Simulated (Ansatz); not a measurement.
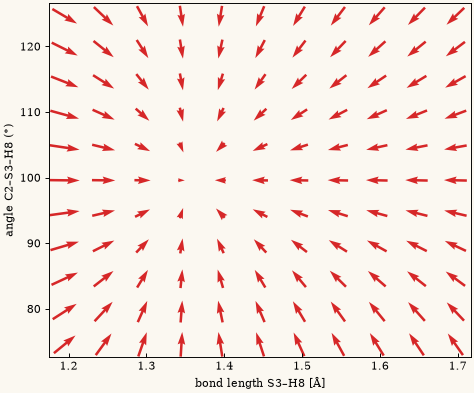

CH₅SSi, SMILES [SiH3]C=[SH+], charge +1. 
- The first coordinate is: bond length S3–H8; the second: angle C2–S3–H8.
- Nothing is relaxed (all other coordinates rigid).
- Grid: 11 × 11 points.
- Points are written as (first, second).
- Computed with Ansatz 0.2.0, RKS B3LYP-D4/def2-TZVP.

In the figure: arrows along the force (downhill), their lengths compressed.

The arrows alone are given. Where is the energy lowest?

Answer. The arrows converge at about (1.357 Å, 100°) (read from the interpolated surface).

The energy map of the same scan:

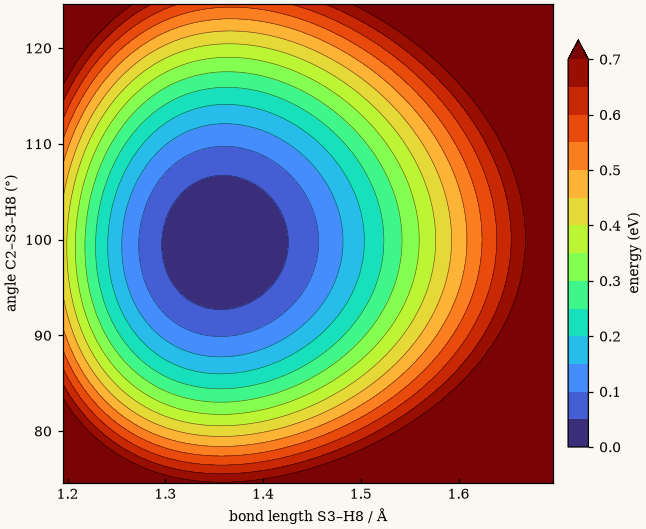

Energies are in eV, from the relaxed molecule at the same level; between grid points the surface is interpolated.
